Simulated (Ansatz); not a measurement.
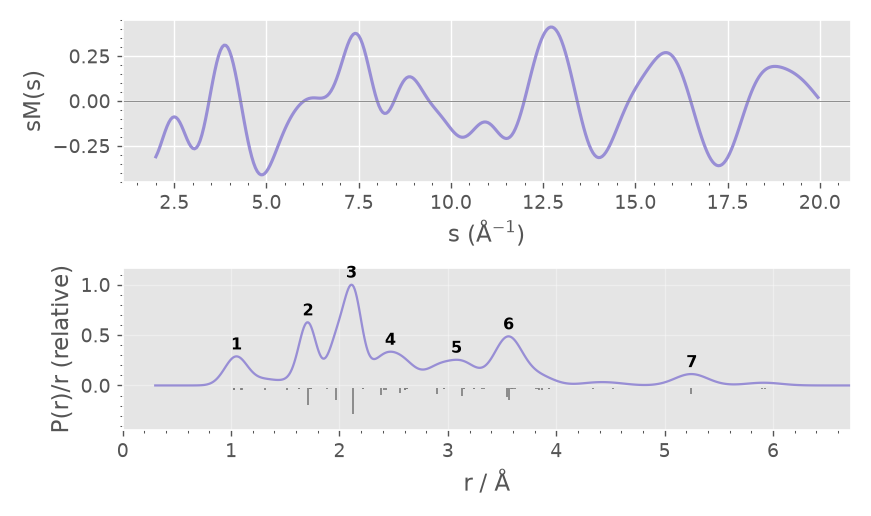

Simulated gas electron diffraction: reduced molecular intensity sM(s) from the Debye equation in the first Born approximation (top) and the radial distribution curve (bottom) of ClFH₆MgN₂. Each pair of atoms contributes with weight ZᵢZⱼ/r (bars below the curve); damping constant 0.002 Å²; vibrational amplitudes assumed, not computed: 0.05 Å for bonds, 0.078 Å for bonds to H, 0.06 + 0.015 r up to 0.15 Å for other pairs. The geometry is the end point of an optimisation (RHF/STO-3G (Ansatz)); it may be a saddle point or a higher isomer.

Assign the numbered peaks of the radial distribution curve (– bonded, ··· not bonded).

Peak 1, 1.05 Å: N–H 1.03–1.10 Å (×6), not resolved; in its flanks F···H 1.31 Å
Peak 2, 1.71 Å: Mg–F 1.71 Å
Peak 3, 2.11 Å: Mg–N 1.97 Å, Cl–Mg 2.12 Å, not resolved
Peak 4, 2.47 Å: F···N 2.39 Å, Mg···H 2.41–2.60 Å (×4), N···N 2.56 Å, not resolved
Peak 5, 3.08 Å: F···N 2.90 Å, F···H 2.96 Å (×2), Mg···N 3.13 Å, N···H 3.14–3.24 Å (×4), not resolved
Peak 6, 3.56 Å: Cl···N 3.54 Å, Cl···F 3.56 Å
Peak 7, 5.25 Å: Cl···N 5.25 Å
